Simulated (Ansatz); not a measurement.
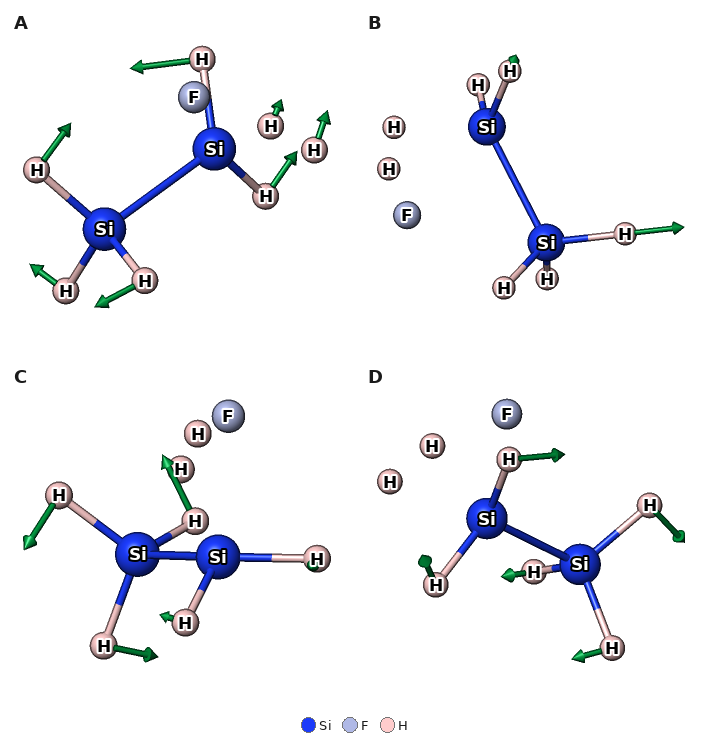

4 normal modes of one molecule or complex, as arrows. Harmonic vibrations computed with RKS PBE0-D4/def2-SVP (Ansatz 0.2.0) at a stationary point of the same level. It is a saddle point of order 1.

Match the panels to the wavenumbers 224 cm⁻¹, 427 cm⁻¹, 623 cm⁻¹, 2208 cm⁻¹.

A: 427 cm⁻¹, H–Si–Si bending
B: 2208 cm⁻¹, Si–H stretching
C: 224 cm⁻¹
D: 623 cm⁻¹, H–Si–Si bending
